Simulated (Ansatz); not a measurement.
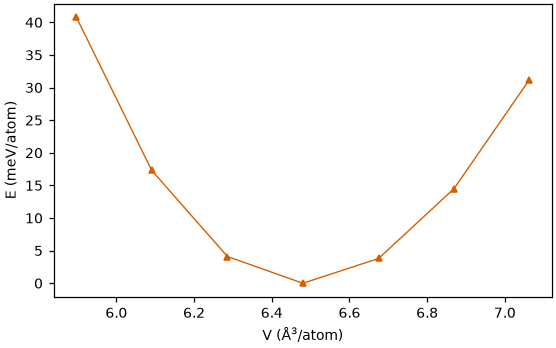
Figure. Be2C (fluorite or antifluorite type, Fm-3m) under volume change, the program Ansatz at the LDA level (PAW), scaled uniformly.

Question: What does a third-order Birch–Murnaghan fit give for V₀, B₀ and B′?

Answer: V₀ = 6.48 Å³/atom, B₀ = 217 GPa, B′ = 3.5.

The cell was relaxed with LDA under the symmetry of its start; phonons on a q-mesh show no instability.

Potentials: the later of the program's two PAW sets.
